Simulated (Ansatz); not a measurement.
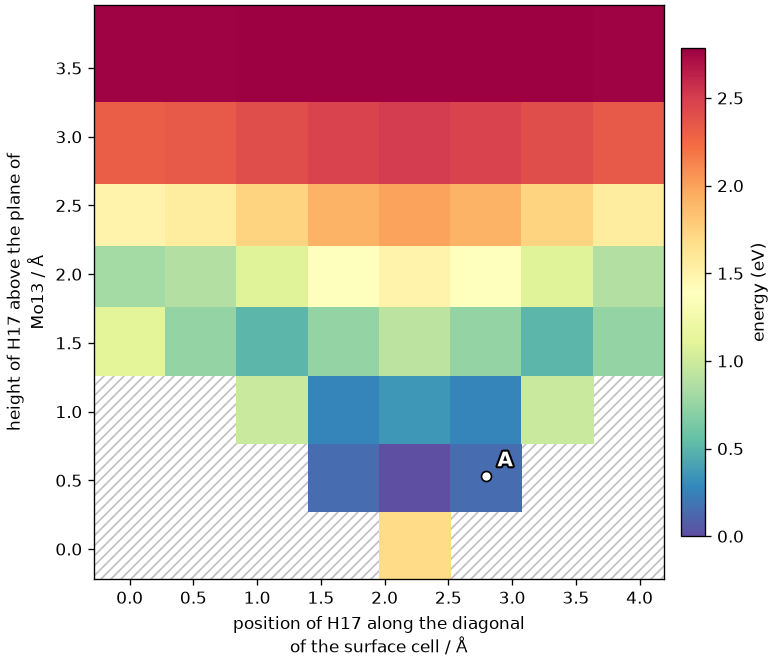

H on a Mo(100) slab cut from the Im-3m phase, its upper half relaxed before the scan (16 atoms of substrate and one adsorbate in a 2 × 2 cell). H is moved along a line over the surface and along the normal, above a rigid substrate. First axis: position of H17 along the diagonal of the surface cell, from above Mo13. Second axis: height of H17 above the plane of Mo13. Grid: 8 × 8 points; 31 points were computed and 18 follow by symmetry. At 15 points there is no value (left out of the scan, as a rule where atoms come close). Points are written as (first, second). Energies: eV, counted from the lowest grid point. These are results of DFT PBE, scalar-relativistic, plane waves, PAW (Ansatz 0.2.0), not measurements. Settings: cutoff 420 eV, k-mesh 4×4×1, gaussian smearing 0.1 eV, spin-polarised.

In the figure: one coloured cell a grid point, hatched blanks where no value was computed, the point A.

Which way does the force act at A, and how strong is it?

A, at (2.79 Å, 0.53 Å), is not a stationary point. The computed force is 1.3 eV for each Å towards smaller values of the first coordinate and 0.36 eV for each Å towards larger values of the second coordinate.

PAW datasets: the set soft_1.
